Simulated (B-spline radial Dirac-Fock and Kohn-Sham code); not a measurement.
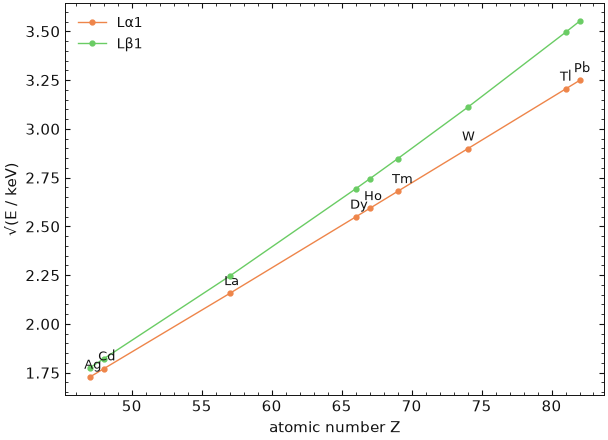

Fig. 1. A Moseley plot: square roots of X-ray line energies of free neutral atoms against atomic number. Species: Ag, Cd, La, Dy, Ho, Tm, W, Tl and Pb. Computed with a radial B-spline solver: Dirac–Fock ΔSCF (average of configuration, Fermi nucleus, Breit and QED terms, no correlation).

What can be read from it?

Lα1 runs from 2.985 keV (Ag) to 10.55 keV (Pb), and its square root rises by 0.0434 √keV a unit of Z on average; Lβ1 runs from 3.152 keV (Ag) to 12.61 keV (Pb), and its square root rises by 0.0507 √keV a unit of Z on average. The non-relativistic hydrogen-like slope for Lα1 is 0.0435 √keV.
